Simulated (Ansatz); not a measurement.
CuTe2 (charge −1)

| atom | x (Å) | y (Å) | z (Å) |
| --- | --- | --- | --- |
| Cu | -0.8255 | -0.5624 | -0.7793 |
| Te | -0.4743 | -0.0724 | 1.5845 |
| Te | 1.2998 | 0.6348 | -0.8052 |

Geometry: PBE-D4/def2-TZVPD; core potentials replace the inner electrons of Te.

Theory: RKS PBE0-D4/def2-TZVPD in Ansatz 0.2.0.

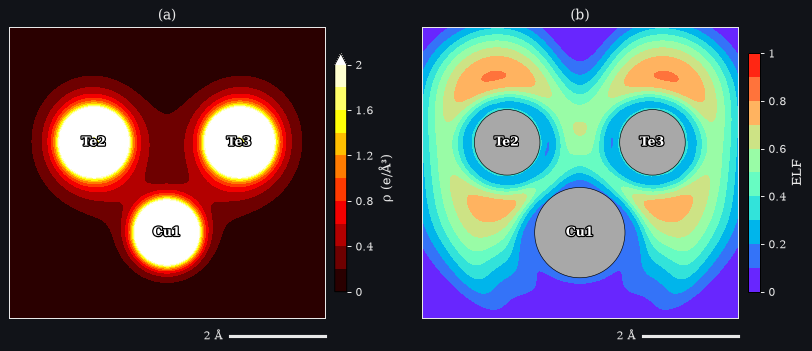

Figure 1. (a) electron density; (b) ELF on the molecular plane. Grey discs cover the atomic cores in the ELF map.

Q: Read the bonding off the picture.

A:
- The plane passes through Cu and Te nuclei.
- Cu–Te (2.44 Å): ρ is about 0.48 e/Å³ halfway; the ELF is about 0.45 at the midpoint and 0.20 at its lowest between the atoms.
- Te–Te (3.06 Å): ρ is about 0.28 e/Å³ halfway; the ELF reaches about 0.55 near the midpoint.

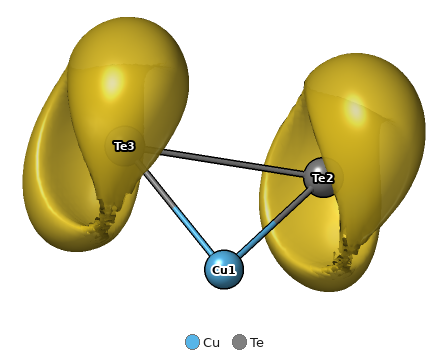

Figure 2. Isosurface of the electron localisation function at 0.75 (yellow), seen at a tilt. Core shells and regions of very low density are left out.

Q: Where are the electrons localised?

A: At this value the surface marks out two regions wrapped around Te (the valence shell of each).

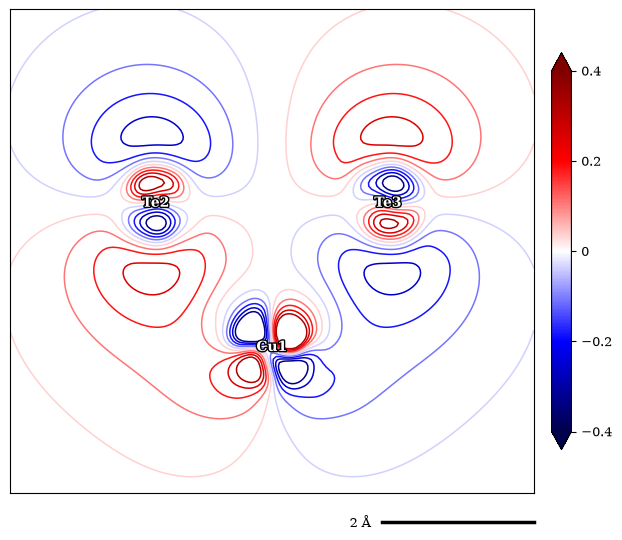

Figure 3. The HOMO−1 on the molecular plane (values in Å⁻³ᐟ²; the overall sign is arbitrary).

Q: Where does this orbital lie, and at what energy?

A: It lies mainly on Te2 (about 40 %), Te3 (about 40 %) and Cu1 (about 20 %); it is symmetric in the molecular plane (an in-plane orbital: σ, lone-pair or in-plane π type). Its energy is −1.19 eV.

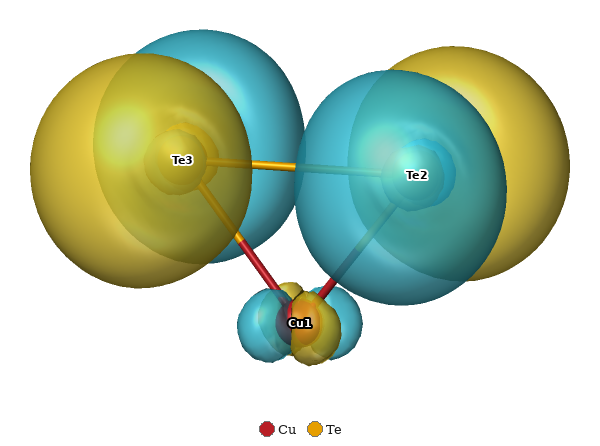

Figure 4. The HOMO at ±0.08 Å⁻³ᐟ² (yellow and cyan are the two phases), seen at a tilt.

Q: Where does this orbital lie, and at what energy?

A: Its weight (Hirshfeld) is mainly on Te2 (about 45 %), Te3 (about 45 %) and Cu1 (about 5 %); it changes sign across the molecular plane (π type); π-antibonding (a node) across Te2–Te3. Its energy is −0.76 eV.
